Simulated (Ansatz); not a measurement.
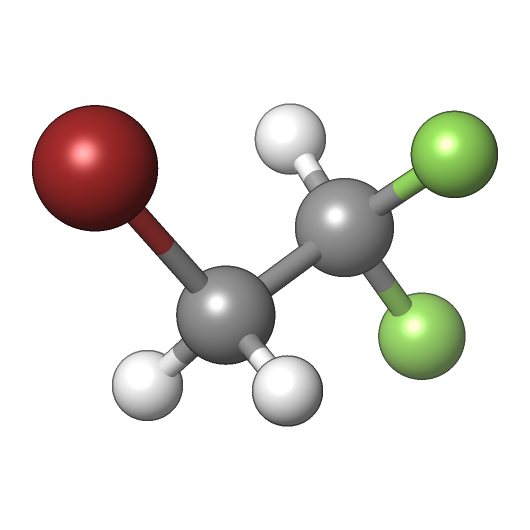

Rendered structure (ball-and-stick style). Colours: fluorine green, carbon grey, bromine red, hydrogen white.

Question: Give the formula.

Answer: C2H3BrF2, 8 atoms: 2 carbon, 3 hydrogen, 1 bromine and 2 fluorine.

Question: Write the SMILES.

Answer: FC(F)CBr

The parts below concern this one geometry. Atoms keep their numbers from picture to picture. Computed geometry: PBE0-D4/def2-TZVP optimisation.

**Shape**

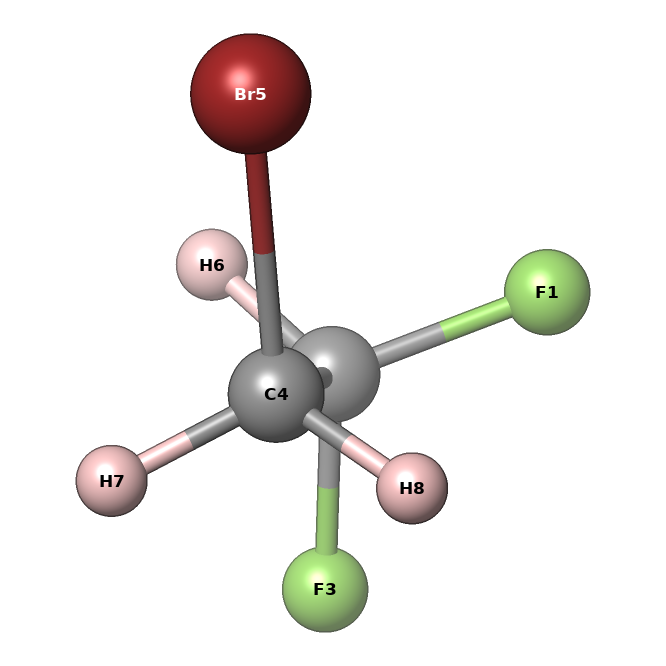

C2 lies behind C4. The molecule seen a little off the C4–C2 bond, C4 in front. Depth is shown by fading: the farther an atom, the more it takes the colour of the background.

Question: What is the torsion angle Br5–C4–C2–F1? The sign is positive where the front bond must turn clockwise to cover the back bond.

Answer: 69°, synclinal (gauche). The bonds about C4–C2 are staggered.

**Vibrations**

Harmonic vibrations computed with RKS PBE0-D4/def2-TZVP (Ansatz 0.2.0) at a stationary point of the same level.

Question: List the wavenumbers.

Answer: 18 modes: 98, 179, 333, 456, 562, 734, 857, 1027, 1102, 1156, 1218, 1252, 1376, 1417, 1459, 3096, 3122, 3194 cm⁻¹.

**Thermal motion**

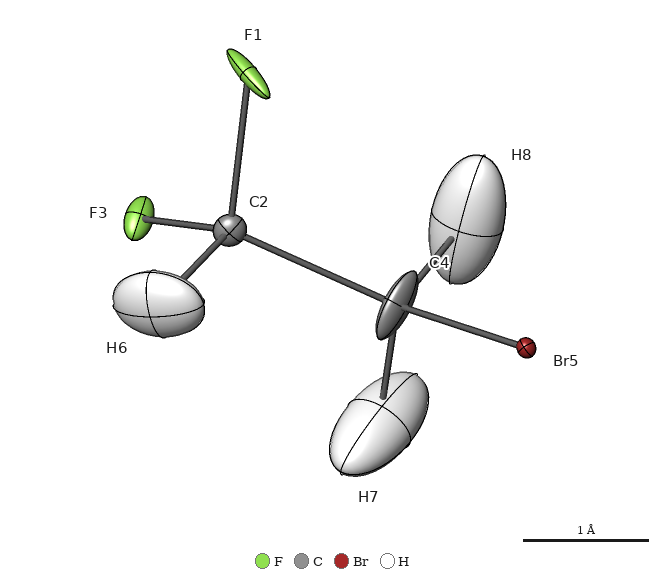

Displacement ellipsoids at the 50 % level, enlarged 1.5 times, from the internal vibrations of the free molecule (harmonic, no overall translation or rotation; no half-axis is drawn under 0.075 Å). Vibrations computed with RKS PBE0-D4/def2-TZVP (Ansatz 0.2.0). Temperature: 298 K.

Question: Which atom moves most?

Answer: H8, with U_eq = 0.0303 Å².

Question: Does H8 move more along its bond or across it?

Answer: Across it: the root-mean-square amplitude is 0.134 Å along the bond and up to 0.253 Å across, since bending and torsion are softer than stretching.

List U_eq and the three principal root-mean-square amplitudes for each kind of atom.

```json
{"atom": "F1", "U_eq (Å²)": "0.0058", "rms amplitudes (Å)": "0.032, 0.036, 0.122"}
{"atom": "C2", "U_eq (Å²)": "0.0027", "rms amplitudes (Å)": "0.039, 0.055, 0.059"}
{"atom": "F3", "U_eq (Å²)": "0.0038", "rms amplitudes (Å)": "0.037, 0.048, 0.087"}
{"atom": "C4", "U_eq (Å²)": "0.0077", "rms amplitudes (Å)": "0.040, 0.065, 0.132"}
{"atom": "Br5", "U_eq (Å²)": "0.00060", "rms amplitudes (Å)": "0.009, 0.020, 0.036"}
{"atom": "H6", "U_eq (Å²)": "0.0175", "rms amplitudes (Å)": "0.081, 0.129, 0.172"}
{"atom": "H7", "U_eq (Å²)": "0.0300", "rms amplitudes (Å)": "0.101, 0.127, 0.252"}
{"atom": "H8", "U_eq (Å²)": "0.0303", "rms amplitudes (Å)": "0.101, 0.129, 0.253"}
```

**Levels of theory compared**

Program: Ansatz 0.2.0.

Compare HOMO energy (eV), dipole (D) at these levels: B3LYP-D4/def2-TZVPP; PBE-D4/def2-TZVPP; r2SCAN-D4/def2-TZVPP; ωB97M-V/def2-TZVPP.

```tsv
level	HOMO energy (eV)	dipole (D)
B3LYP-D4/def2-TZVPP	−8.14	1.44
PBE-D4/def2-TZVPP	−7.05	1.34
r2SCAN-D4/def2-TZVPP	−7.38	1.41
ωB97M-V/def2-TZVPP	−10.67	1.44
```

**Charges**

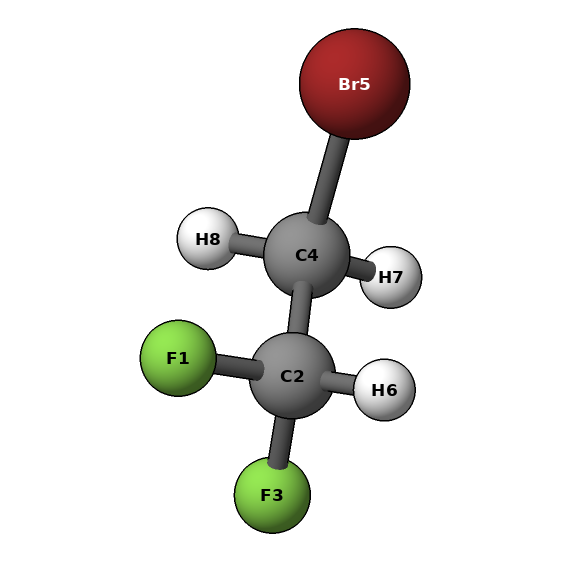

The questions are on Mulliken charges. Method: RKS PBE0-D4/def2-TZVP (Ansatz 0.2.0).

List the Mulliken charges.

| atom | value (e) |
| --- | --- |
| F1 | −0.18 |
| C2 | 0.25 |
| F3 | −0.19 |
| C4 | −0.18 |
| Br5 | −0.10 |
| H6 | 0.09 |
| H7 | 0.16 |
| H8 | 0.15 |

Mulliken values depend strongly on the basis set and can even reverse the polarity of a bond.
